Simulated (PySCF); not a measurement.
C6H10B2F2 (SMILES CB(C)[C@H](C)C#CB(F)F)

Input

```
{"job": {"kind": "nmr", "xc": "PBE0", "basis": "pcSseg-1"}, "charge": 0, "multiplicity": 1}
C     -2.533003    -0.298472    -0.554139
B     -1.137449     0.397662    -0.348369
C     -1.003513     1.720049     0.487637
C      0.170476    -0.236959    -1.026415
C      0.085924    -1.724015    -1.404755
C      1.345464    -0.007106    -0.223946
C      2.323702     0.155963     0.468262
B      3.546438     0.364330     1.313901
F      4.124859     1.544962     1.467788
F      4.142944    -0.618378     1.969728
H     -2.516383    -1.326830    -0.195640
H     -2.784368    -0.359758    -1.612895
H     -3.353189     0.211827    -0.055461
H     -1.849372     2.393350     0.363272
H     -0.987790     1.450093     1.544829
H     -0.087020     2.274424     0.300815
H      0.308404     0.344106    -1.951151
H      1.004757    -2.050429    -1.888118
H     -0.062497    -2.330303    -0.514563
H     -0.743533    -1.893839    -2.085828
```

Command:

```sh
OMP_NUM_THREADS=1 python probes_run.py task.json out
```

Geometry: GFN2-xTB.

These are results of PBE0/pcSseg-1, SCF density, gas phase, non-relativistic in PySCF 2.14.0, not measurements.

### What can the converged electron density and electron localisation function tell about the bonding?

C–C (1.21 Å): ρ at the midpoint is about 2.7 e/Å³; the ELF peaks at about 0.85 between the atoms; a multiple bond.
B–F (1.32 Å): the density is about 2.2 e/Å³ at the midpoint; the ELF peaks at about 0.85 between the atoms (a shared but strongly polarised pair).
C–B (1.50 Å): the density is about 1.5 e/Å³ at the midpoint; the ELF peaks at about 0.95 between the atoms; localised, covalent bonding.

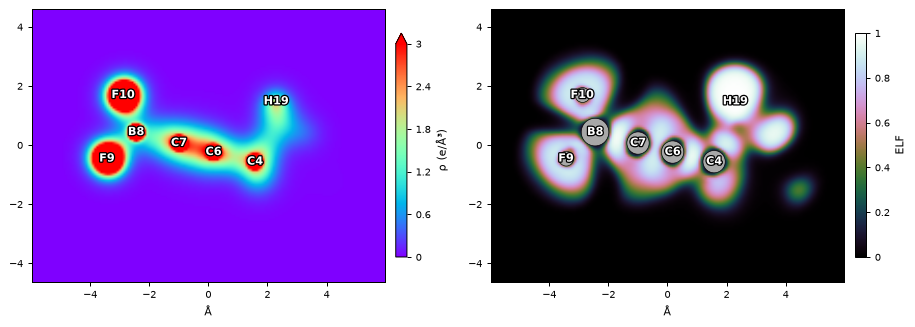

Computed electron density and electron localisation function on the plane of atoms C7, B8 and F10, in this order. Grey discs cover the atomic cores in the ELF map. 
